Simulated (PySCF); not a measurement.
C2H11N3Si2

```xyz
18

C    -2.2795   -0.0654   -0.9687
C    -1.1445   -0.9248   -0.4256
N    -0.1253   -0.1283    0.1922
Si   -0.2105    1.2629    1.2280
N     1.5151    1.0526    1.3205
Si    1.5659   -0.4606    0.4504
N     2.4049   -0.6318   -1.0388
H    -2.7618    0.4664   -0.1516
H    -3.0175   -0.6837   -1.4748
H    -1.8866    0.6668   -1.6694
H    -0.6878   -1.4957   -1.2414
H    -1.5602   -1.6526    0.2906
H    -0.9254    1.0510    2.4877
H    -0.5997    2.5069    0.5663
H     2.1819    1.4798    1.9357
H     1.9117   -1.6225    1.2613
H     3.3837   -0.8607   -1.0115
H     2.2269    0.0460   -1.7625
```

Geometry: GFN2-xTB, NEB image 0 of 0 to 8.

Computed with PBE0/pcSseg-1, SCF density, gas phase, non-relativistic in PySCF 2.14.0.

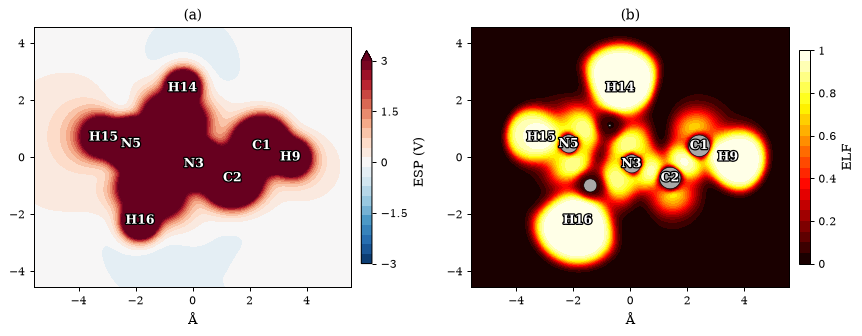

Figure 1. (a) electrostatic potential; (b) ELF on the plane of atoms C2, C1 and H9. Grey discs cover the atomic cores in the ELF map.

> Describe what can be read from this map.

The section cuts through C, N and H sites. C–N (1.43 Å): the ELF peaks at about 0.90 between the atoms (a shared electron pair). C–C (1.52 Å): the ELF peaks at about 0.95 between the atoms (a shared electron pair). N–H (1.00 Å): the ELF climbs to about 1 towards the hydrogen, as it does in any bond to H (a covalent bond by its length). C–H (1.09 Å): the ELF climbs to about 1 towards the hydrogen (an ordinary covalent bond to hydrogen). Outside the dense part of the molecule the potential is most negative (−0.3 V) near H16.

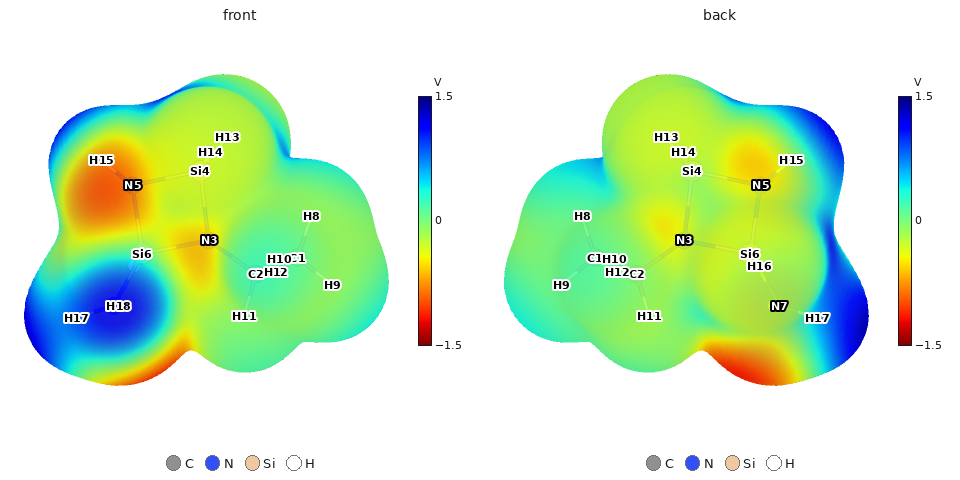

Figure 2. The electrostatic potential painted on the density surface at 0.001 e/bohr³, seen from the front and from behind; the colour scale runs from red (negative) to blue (positive).

> Where is the surface potential most negative and most positive?

The most negative region (about −1.1 V, or −25 kcal/mol for a unit charge) lies over N7, the most positive (about +1.3 V, or +30 kcal/mol for a unit charge) over H17. N7 is the likeliest acceptor of a hydrogen bond.

> What dipole moment does the calculation give?

Its dipole moment is 1.18 D.
